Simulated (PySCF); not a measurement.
# C3H5ClOSi: electronic excitations at several levels of theory, part 2 of 2

PySCF 2.14.0. Atoms count from 0. Earlier steps stand in the parts before.

## (9) Ultraviolet spectrum: LC-wPBE/def2-SVPD

The job: settings as JSON, then the geometry in Å.

```
{"job": {"kind": "uv", "xc": "LC-wPBE", "basis": "def2-SVPD", "ip": true}, "charge": 0, "multiplicity": 1}
C     -1.496811    -0.597075     0.429786
C     -0.196274     0.025259     0.083804
C      0.126358     1.307034    -0.210508
Cl    -0.877863     2.692712    -0.315721
O      1.450372     1.483147    -0.464613
Si     1.611575    -0.238317    -0.177834
H     -1.764656    -1.405444    -0.269156
H     -1.484535    -1.034911     1.440898
H     -2.300843     0.154383     0.398267
H      2.510285    -0.514176     0.975037
H      2.098562    -0.935271    -1.398669
```

With the program's defaults for keys left out, this is: TDDFT LC-wPBE/def2-SVPD, vertical, gas phase, core orbitals frozen in the response.

Log:

```text
coarse grid: 10696 points
cycle   1  E = -941.2520725624  dE =  1.128e+00  |g| = 7.292e-01  |ddm| = 5.121e+00
cycle   2  E = -941.2523846632  dE = -3.121e-04  |g| = 8.129e-01  |ddm| = 2.541e+00
cycle   3  E = -941.3714617324  dE = -1.191e-01  |g| = 7.448e-02  |ddm| = 1.317e+00
cycle   4  E = -941.3725781606  dE = -1.116e-03  |g| = 4.224e-02  |ddm| = 2.300e-01
cycle   5  E = -941.3730249562  dE = -4.468e-04  |g| = 1.283e-02  |ddm| = 9.698e-02
cycle   6  E = -941.3730715116  dE = -4.656e-05  |g| = 2.092e-03  |ddm| = 3.950e-02
cycle   7  E = -941.3730749559  dE = -3.444e-06  |g| = 8.407e-04  |ddm| = 9.467e-03
final grid: 95368 points
cycle   8  E = -941.5280417447  dE = -2.275e-05  |g| = 3.448e-03  |ddm| = 6.956e-02
cycle   9  E = -941.5280424817  dE = -7.370e-07  |g| = 3.183e-03  |ddm| = 1.572e-02
cycle  10  E = -941.5280446210  dE = -2.139e-06  |g| = 5.608e-04  |ddm| = 5.207e-03
cycle  11  E = -941.5280446941  dE = -7.307e-08  |g| = 1.760e-04  |ddm| = 1.107e-03
cycle  12  E = -941.5280447064  dE = -1.230e-08  |g| = 5.826e-05  |ddm| = 5.806e-04
cycle  13  E = -941.5280447080  dE = -1.562e-09  |g| = 2.155e-05  |ddm| = 2.012e-04
cycle  14  E = -941.5280447083  dE = -3.265e-10  |g| = 1.078e-05  |ddm| = 7.397e-05
converged SCF energy = -941.5280447083

Static polarisability (au): isotropic 75.560, principal 57.299 76.484 92.897

Singlet excitations
state   eV       nm        f      main configurations
  1   5.6950    217.7   0.00239   H->L 0.90
  2   5.9602    208.0   0.17338   H->L+1 0.93
  3   6.7154    184.6   0.00021   H->L+3 0.44, H->L+2 0.23, H->L+8 0.12
  4   7.0902    174.9   0.00018   H->L+4 0.36, H->L+2 0.27, H->L+8 0.15
  5   7.4220    167.0   0.00815   H-1->L+1 0.90
  6   7.6934    161.2   0.04290   H-1->L 0.80
  7   7.7639    159.7   0.00518   H->L+2 0.39, H->L+4 0.34
  8   7.9336    156.3   0.00045   H-2->L 0.58, H-5->L 0.31
  9   8.3459    148.6   0.00498   H->L+5 0.54, H->L+3 0.15, H->L+7 0.09
 10   8.5681    144.7   0.00931   H-3->L+1 0.18, H-3->L+3 0.17, H-1->L+3 0.16

Triplet excitations (Tamm-Dancoff, eV): 3.7690 5.4823 6.3628 6.8429
Vertical ionisation energy (delta-SCF) = 8.8812 eV
```

Run time: 54 s. Hardware: 1 thread of Arm Neoverse V1, shared host; peak memory 0.81 GiB.

In short: HOMO -9.40 eV, LUMO 1.48 eV; lowest singlet 5.70 eV.

## (10) Ultraviolet spectrum: PBE0/6-31G*

Settings changed since step 9:

```diff
@@ -1,2 +1,2 @@
-{"job": {"kind": "uv", "xc": "LC-wPBE", "basis": "def2-SVPD", "ip": true}, "charge": 0, "multiplicity": 1}
+{"job": {"kind": "uv", "xc": "PBE0", "basis": "6-31G*"}, "charge": 0, "multiplicity": 1}
 C     -1.496811    -0.597075     0.429786
```

Level: TDDFT PBE0/6-31G*, vertical, gas phase, core orbitals frozen in the response.

Log:

```text
coarse grid: 10696 points
cycle   1  E = -941.6582981016  dE =  9.403e-01  |g| = 6.822e-01  |ddm| = 3.324e+00
cycle   2  E = -941.5451951339  dE =  1.131e-01  |g| = 1.032e+00  |ddm| = 1.298e+00
cycle   3  E = -941.7538005401  dE = -2.086e-01  |g| = 1.058e-01  |ddm| = 8.138e-01
cycle   4  E = -941.7558648610  dE = -2.064e-03  |g| = 5.112e-02  |ddm| = 1.476e-01
cycle   5  E = -941.7564283582  dE = -5.635e-04  |g| = 1.987e-02  |ddm| = 6.357e-02
cycle   6  E = -941.7565323208  dE = -1.040e-04  |g| = 3.097e-03  |ddm| = 2.350e-02
cycle   7  E = -941.7565344591  dE = -2.138e-06  |g| = 1.128e-03  |ddm| = 5.079e-03
final grid: 95368 points
cycle   8  E = -941.6952494992  dE = -8.250e-06  |g| = 8.600e-03  |ddm| = 1.788e-02
cycle   9  E = -941.6952214600  dE =  2.804e-05  |g| = 1.426e-02  |ddm| = 2.000e-02
cycle  10  E = -941.6952659743  dE = -4.451e-05  |g| = 1.724e-03  |ddm| = 1.322e-02
cycle  11  E = -941.6952666572  dE = -6.829e-07  |g| = 2.869e-04  |ddm| = 1.716e-03
cycle  12  E = -941.6952666752  dE = -1.802e-08  |g| = 9.427e-05  |ddm| = 3.645e-04
cycle  13  E = -941.6952666774  dE = -2.159e-09  |g| = 2.404e-05  |ddm| = 1.097e-04
cycle  14  E = -941.6952666775  dE = -1.428e-10  |g| = 6.910e-06  |ddm| = 3.528e-05
converged SCF energy = -941.6952666775

Static polarisability (au): isotropic 63.455, principal 43.073 62.512 84.779

Singlet excitations
state   eV       nm        f      main configurations
  1   4.7804    259.4   0.00113   H->L 0.99
  2   5.9557    208.2   0.14480   H->L+1 0.93
  3   6.1361    202.1   0.00438   H->L+2 0.98
  4   6.7441    183.8   0.00092   H->L+3 0.97
  5   7.1923    172.4   0.05113   H-1->L 0.90
  6   7.3397    168.9   0.00754   H-1->L+1 0.96
  7   7.5316    164.6   0.00018   H-2->L 0.90
  8   8.0497    154.0   0.00467   H-3->L 0.49, H-3->L+1 0.23, H-2->L+1 0.23
  9   8.0682    153.7   0.00527   H-3->L+1 0.73, H-2->L+1 0.14, H-3->L 0.10
 10   8.1652    151.8   0.06587   H-2->L+1 0.35, H-3->L 0.30, H-1->L+2 0.16

Triplet excitations (Tamm-Dancoff, eV): 3.8871 4.5925 5.7793 6.5037
```

It took 9.2 s on 1 thread of Arm Neoverse V1, shared host; peak memory 0.57 GiB.

In short: HOMO -6.50 eV, LUMO -0.28 eV; lowest singlet 4.78 eV.

## (11) TDDFT and polarisability: PBE0/def2-SVP

Settings changed since step 10:

```diff
@@ -1,2 +1,2 @@
-{"job": {"kind": "uv", "xc": "PBE0", "basis": "6-31G*"}, "charge": 0, "multiplicity": 1}
+{"job": {"kind": "uv", "xc": "PBE0", "basis": "def2-SVP"}, "charge": 0, "multiplicity": 1}
 C     -1.496811    -0.597075     0.429786
```

With the program's defaults for keys left out, this is: TDDFT PBE0/def2-SVP, vertical, gas phase, core orbitals frozen in the response.

Log:

```text
coarse grid: 10696 points
cycle   1  E = -941.1467501481  dE =  8.840e-01  |g| = 6.821e-01  |ddm| = 3.624e+00
cycle   2  E = -941.0254686736  dE =  1.213e-01  |g| = 1.051e+00  |ddm| = 1.480e+00
cycle   3  E = -941.2416868277  dE = -2.162e-01  |g| = 1.045e-01  |ddm| = 9.501e-01
cycle   4  E = -941.2435101619  dE = -1.823e-03  |g| = 5.623e-02  |ddm| = 1.595e-01
cycle   5  E = -941.2442213397  dE = -7.112e-04  |g| = 1.918e-02  |ddm| = 7.180e-02
cycle   6  E = -941.2443157096  dE = -9.437e-05  |g| = 3.270e-03  |ddm| = 2.426e-02
cycle   7  E = -941.2443180840  dE = -2.374e-06  |g| = 1.193e-03  |ddm| = 5.373e-03
final grid: 95368 points
cycle   8  E = -941.3588416676  dE = -8.572e-06  |g| = 8.824e-03  |ddm| = 2.302e-02
cycle   9  E = -941.3588094550  dE =  3.221e-05  |g| = 1.509e-02  |ddm| = 2.172e-02
cycle  10  E = -941.3588583374  dE = -4.888e-05  |g| = 1.684e-03  |ddm| = 1.478e-02
cycle  11  E = -941.3588590039  dE = -6.665e-07  |g| = 2.957e-04  |ddm| = 1.848e-03
cycle  12  E = -941.3588590234  dE = -1.947e-08  |g| = 7.966e-05  |ddm| = 3.660e-04
cycle  13  E = -941.3588590249  dE = -1.568e-09  |g| = 2.295e-05  |ddm| = 1.025e-04
cycle  14  E = -941.3588590251  dE = -1.301e-10  |g| = 5.718e-06  |ddm| = 3.421e-05
converged SCF energy = -941.3588590251

Static polarisability (au): isotropic 64.998, principal 46.312 63.923 84.759

Singlet excitations
state   eV       nm        f      main configurations
  1   4.9600    250.0   0.00075   H->L 0.99
  2   5.9098    209.8   0.13933   H->L+1 0.94
  3   6.5942    188.0   0.00261   H->L+2 0.94
  4   6.9321    178.9   0.00009   H->L+3 0.93
  5   7.2312    171.5   0.00982   H-1->L+1 0.93
  6   7.2942    170.0   0.04753   H-1->L 0.83
  7   7.6066    163.0   0.00014   H-2->L 0.90
  8   7.8511    157.9   0.00614   H->L+4 0.86, H->L+5 0.08
  9   7.9057    156.8   0.00040   H-3->L+1 0.93
 10   8.0225    154.5   0.05971   H-2->L+1 0.64, H-3->L 0.28

Triplet excitations (Tamm-Dancoff, eV): 3.8958 4.7621 6.2167 6.5767
```

It took 11 s on 1 thread of Arm Neoverse V1, shared host; peak memory 0.6 GiB.

This run: HOMO -6.61 eV, LUMO -0.21 eV; lowest singlet 4.96 eV.

## (12) Comparing the runs: electronic excitations

Excitations and ground-state properties, with basis size and wall time:

```csv
run,lowest singlet (eV),brightest (eV),f,gap (eV),α (Å³),μ (D),functions,time
LDA/def2-SVPD,4.15,5.47,0.108,4.08,12.27,2.47,174,49 s
PBE/def2-SVPD,4.21,5.48,0.092,4.15,12.13,2.39,174,63 s
B3LYP/def2-SVPD,4.66,5.74,0.116,5.73,11.72,2.55,174,35 s
PBE0/def2-SVPD,4.82,5.83,0.150,6.17,11.60,2.54,174,35 s
BHandHLYP/def2-SVPD,5.32,6.10,0.198,8.03,11.23,2.69,174,36 s
CAM-B3LYP/def2-SVPD,5.11,5.88,0.169,8.41,11.49,2.64,174,42 s
wB97X-D/def2-SVPD,5.21,5.89,0.165,9.74,11.46,2.61,174,40 s
LC-wPBE/def2-SVPD,5.70,5.96,0.173,10.88,11.20,2.65,174,54 s
PBE0/6-31G*,4.78,5.96,0.145,6.22,9.40,2.54,102,9.2 s
PBE0/def2-SVP,4.96,5.91,0.139,6.40,9.63,2.30,117,11 s
```

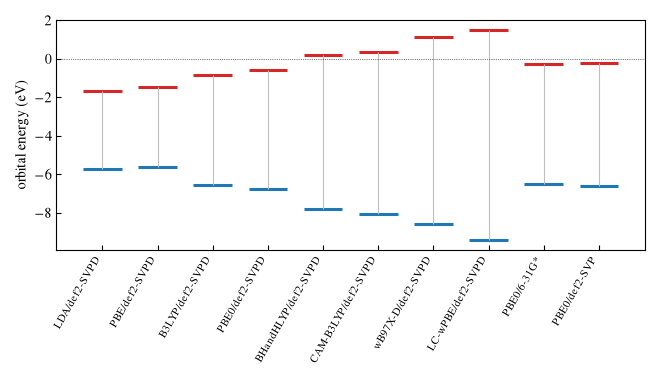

HOMO (blue) and LUMO (red) run by run.

## (13) Outcome

This closing draws on all 2 parts.

```
                                quantity                                             value
          lowest singlet (LDA/def2-SVPD)                       4.15 eV (299 nm), f = 0.001
brightest single state of those computed                       state 3, 5.47 eV, f = 0.108
                          lowest triplet                                           4.01 eV
       vertical ionisation energy (ΔSCF)                                           8.75 eV
       vertical electron affinity (ΔSCF)  -0.61 eV (unbound: the value hangs on the basis)
             range of the lowest singlet                                   4.15 to 5.70 eV
```

In words: Single values in the summary come from the first sound run of each kind (LDA/def2-SVPD), which need not be the best level. The lowest singlet, at 4.15 eV, is HOMO→LUMO 1.00 and is dark; of the 10 states computed, the strongest absorption comes from state 3 at 5.47 eV. The lowest triplet lies 0.14 eV below the lowest singlet (triplets in Tamm-Dancoff, singlets in full TDDFT). ΔSCF puts the ionisation energy at 8.75 eV, 2.99 eV above −ε(HOMO). The lowest singlet runs from 4.15 eV (LDA/def2-SVPD) to 5.70 eV (LC-wPBE/def2-SVPD), while the orbital gap spans 4.08 to 10.88 eV. The lowest state need not be the same one in every run.
